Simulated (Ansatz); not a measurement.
# CH6ClNSi (SMILES C[SiH](N)Cl) at 3 levels

Wanted: a comparison of 3 runs (B3LYP/6-31G*, RPA@PBE0/6-31G*, MP2/6-31G*) of CH6ClNSi. 

The calculation is run with Ansatz 0.2.0.

127 further runs of the same task are left out: 1 that didn't finish, 126 set aside as unsound or not needed. Runs told in other sessions of the task aren't counted.

## Step 1: The molecule

The species is CH6ClNSi (10 atoms), meant as a singlet with charge 0. SMILES: `C[SiH](N)Cl`. One bond was lengthened or shortened from a relaxed shape.

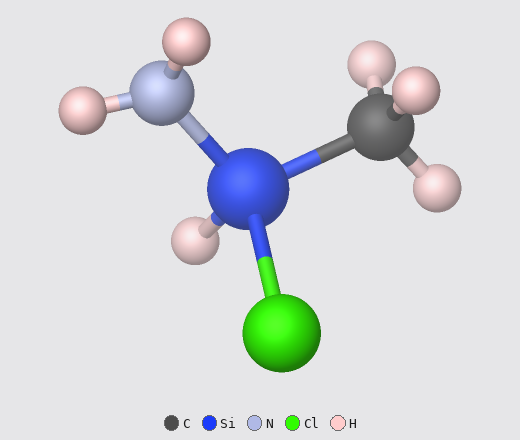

Viewed from a chosen angle; carbon dark grey, silicon blue, nitrogen light blue, chlorine green, hydrogen pink.

## Step 2: A single-point energy at B3LYP/6-31G(d) (Cartesian functions) (run 1)

Contents of run.yaml:

```yaml
crystal:
  periodic: [false, false, false]
  atoms:
    - {symbol: C, position_ang: [-1.021887, 1.073549, -0.155457]}
    - {symbol: Si, position_ang: [-0.153187, -0.524351, 0.200743]}
    - {symbol: "N", position_ang: [1.103213, -0.265951, 1.324943]}
    - {symbol: Cl, position_ang: [0.594900, -1.392500, -1.900800]}
    - {symbol: H, position_ang: [-1.817587, 0.922749, -0.887457]}
    - {symbol: H, position_ang: [-1.457087, 1.482949, 0.759143]}
    - {symbol: H, position_ang: [-0.324487, 1.807549, -0.567257]}
    - {symbol: H, position_ang: [-1.034087, -1.576251, 0.756743]}
    - {symbol: H, position_ang: [1.749913, 0.495849, 1.191743]}
    - {symbol: H, position_ang: [1.565113, -1.055451, 1.747943]}
basis:
  gaussian: {orbitals: "6-31G*"}
hamiltonian: {xc: {name: B3LYP}}
accuracy: high
output: {orbitals: {seedname: orbitals}}
```

On the command line:

```
$ ansatz run run.yaml --threads 1 --pin off --max-ram 2610MiB --events-out events.jsonl --progress --plain --runs-dir runs
```

The program printed:

```text
Warning: RAYON_NUM_THREADS=1 ignored (pool sized by the plan → 1); use --threads N
Functional definition: B3LYP
  name "B3LYP"
  parameter a0 = 0.2
  parameter ax = 0.72
  parameter ac = 0.81
  exchange = (1 - a0 - ax)*slater_x + ax*b88_x + a0*exact_x
  correlation = (1 - ac)*vwn_rpa_c + ac*lyp_c
1806 factors; integrals over basis functions are off by at most 7.5e-9 eV
mean field evaluation 1: about -23018.1937 eV, gradient 6.6e1 eV
mean field evaluation 2: about -23007.8886 eV, gradient 9.0e1 eV
mean field evaluation 4: about -23027.0975 eV, gradient 4.0e0 eV
mean field evaluation 8: about -23027.2731 eV, gradient 2.2e-1 eV
mean field evaluation 16: about -23027.2733 eV, gradient 4.4e-5 eV
mean field -23027.27326500 eV, -846.2366840424 hartree, gradient 4.3e-8 eV, S^2 0.000000; 0 other end points of the search recorded, 0 dependent functions left out
reference -23027.27330490 eV, -846.2366855088 hartree; 25, 25 occupied and 55, 55 virtual orbitals, 1806 factors
Total energy: -23027.27330490 eV, -846.2366855088 hartree
```

It took 9.3 s on 1 thread of Arm Neoverse V1, shared host; peak memory 0.27 GiB.

## Step 3: A single-point energy at RPA@PBE0/6-31G(d) (spherical functions) (run 2)

Contents of molecule.yaml:

```yaml
crystal:
  periodic: [false, false, false]
  atoms:
    - symbol: C
      position_ang: [-1.021887, 1.073549, -0.155457]
    - symbol: Si
      position_ang: [-0.153187, -0.524351, 0.200743]
    - symbol: "N"
      position_ang: [1.103213, -0.265951, 1.324943]
    - symbol: Cl
      position_ang: [0.594900, -1.392500, -1.900800]
    - symbol: H
      position_ang: [-1.817587, 0.922749, -0.887457]
    - symbol: H
      position_ang: [-1.457087, 1.482949, 0.759143]
    - symbol: H
      position_ang: [-0.324487, 1.807549, -0.567257]
    - symbol: H
      position_ang: [-1.034087, -1.576251, 0.756743]
    - symbol: H
      position_ang: [1.749913, 0.495849, 1.191743]
    - symbol: H
      position_ang: [1.565113, -1.055451, 1.747943]
basis:
  gaussian:
    orbitals: 6-31G_st_-spherical.json
total_charge: 0
hamiltonian:
  xc: {name: PBE0}
correlation:
  method: rpa
  frozen_orbitals: {C: 1, Cl: 5, H: 0, "N": 1, Si: 5}
accuracy: high
```

The basis set 6-31G* is read from a file made from the Basis Set Exchange's data (not shown).

On the command line:

```
$ ansatz run molecule.yaml --threads 1 --pin off --max-ram 2610MiB --events-out events.jsonl --progress --plain --runs-dir runs
```

The program printed, shortened:

```text
Warning: RAYON_NUM_THREADS=1 ignored (pool sized by the plan → 1); use --threads N
Functional definition: PBE0
  name "PBE0"
[...]
1767 factors; integrals over basis functions are off by at most 6.4e-9 eV
[...]
mean field -23015.51567225 eV, -845.8046004783 hartree, gradient 3.0e-8 eV, S^2 0.000000; 0 other end points of the search recorded, 0 dependent functions left out
12 core orbitals not correlated: weight in the atoms' cores, before any rotation towards them, 1.000 or more for the frozen orbitals, at most 0.000 for the correlated occupied ones
reference -22973.56763023 eV, -844.2630383677 hartree; 13, 13 occupied and 51, 51 virtual orbitals, 1767 factors
Total energy: -22993.84126984 eV, -845.0080808812 hartree
```

It took 14 s on 1 thread of Arm Neoverse V1, shared host; peak memory 0.25 GiB.

## Step 4: The energy at MP2/6-31G(d) (spherical functions) (run 3)

Contents of molecule.yaml:

```yaml
crystal:
  periodic: [false, false, false]
  atoms:
    - {symbol: C, position_ang: [-1.021887, 1.073549, -0.155457]}
    - {symbol: Si, position_ang: [-0.153187, -0.524351, 0.200743]}
    - {symbol: N, position_ang: [1.103213, -0.265951, 1.324943]}
    - {symbol: Cl, position_ang: [0.594900, -1.392500, -1.900800]}
    - {symbol: H, position_ang: [-1.817587, 0.922749, -0.887457]}
    - {symbol: H, position_ang: [-1.457087, 1.482949, 0.759143]}
    - {symbol: H, position_ang: [-0.324487, 1.807549, -0.567257]}
    - {symbol: H, position_ang: [-1.034087, -1.576251, 0.756743]}
    - {symbol: H, position_ang: [1.749913, 0.495849, 1.191743]}
    - {symbol: H, position_ang: [1.565113, -1.055451, 1.747943]}
basis:
  gaussian:
    orbitals: 6-31G_st_-spherical.json
correlation:
  method: mp2
  frozen_orbitals: {C: 1, Cl: 5, H: 0, "N": 1, Si: 5}
accuracy: high
```

The basis set 6-31G* is read from a file made from the Basis Set Exchange's data (not shown).

On the command line:

```
$ ansatz run molecule.yaml --threads 1 --pin off --max-ram 2610MiB --events-out events.jsonl --progress --plain --runs-dir runs
```

The program printed:

```text
Warning: RAYON_NUM_THREADS=1 ignored (pool sized by the plan → 1); use --threads N
Functional definition: HF
  name "HF"
  exchange = exact_x
  correlation = 0
1767 factors; integrals over basis functions are off by at most 6.4e-9 eV
mean field evaluation 1: about -22971.2346 eV, gradient 3.2e1 eV
mean field evaluation 2: about -22971.3151 eV, gradient 3.2e1 eV
mean field evaluation 4: about -22973.9852 eV, gradient 3.0e0 eV
mean field evaluation 8: about -22974.0187 eV, gradient 8.9e-5 eV
mean field -22974.01869431 eV, -844.2796146666 hartree, gradient 4.1e-8 eV, S^2 0.000000; 0 other end points of the search recorded, 0 dependent functions left out
12 core orbitals not correlated: weight in the atoms' cores, before any rotation towards them, 1.000 or more for the frozen orbitals, at most 0.000 for the correlated occupied ones
reference -22974.01869431 eV, -844.2796146666 hartree; 13, 13 occupied and 51, 51 virtual orbitals, 1767 factors
second order -13.55726974 eV of doubles, -0.00000000 eV of singles
Total energy: -22987.57596404 eV, -844.7778351399 hartree
```

Wall time 2.8 s (1 thread of Arm Neoverse V1, shared host); peak memory 0.2 GiB.

## Step 5: The series

```
run                                  level  Cartesian functions  frozen core orbitals  energy (Eh)  wall time
  1     B3LYP/6-31G* (Cartesian functions)                  yes                     –  -846.236686      9.3 s
  2  RPA@PBE0/6-31G* (spherical functions)                   no                    12  -845.008081       14 s
  3       MP2/6-31G* (spherical functions)                   no                    12  -844.777835      2.8 s
```

## Step 6: What came out

| quantity | value |
| --- | --- |
| run 3: total energy | -844.77784 Eh |
| run 3: correlation energy (12 core orbitals frozen) | -498.2 mEh |

All runs together took 26 s, the longest 14 s.
